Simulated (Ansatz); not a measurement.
Pulling on the Sn1–H2 bond in H3NSn (SMILES [NH2][SnH]) (multiplicity 1 held, fragments rigid). Energies count from the point at 1.789 Å.
Geometry at that point (charge 0, multiplicity 1):
```xyz
5

Sn    -0.119     0.177     0.244
H     -0.573     1.369    -1.010
N      0.676    -1.056    -1.157
H      0.700    -0.866    -2.148
H      1.102    -1.945    -0.941
```

Restricted levels (R-, RO-) in cc, def2 and unpolarised 6-31G sets keep to the state of the molecule at rest. U- levels take the lowest unrestricted solution at each point, which mixes spins at long bonds. Active spaces are followed from a long bond inwards. Levels need not reach the same state.

Frozen-core correlation. Filled d and f shells under p-block atoms count as core.

Programs: Ansatz (a quantum-chemistry and plane-wave program).  In def2 rows elements past Kr take small-core potentials, without spin–orbit coupling.

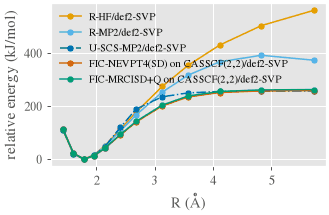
Figure: Relative energy along the coordinate

Question: Read off the R-MP2/def2-SVP curve at R = 3.577.

Answer: about 320 kJ/mol

Doubts at one or more of the structures used: a restricted determinant that unrestricted orbitals would lower (R-HF/def2-SVP, R-MP2/def2-SVP); a spin-contaminated determinant (U-SCS-MP2/def2-SVP).
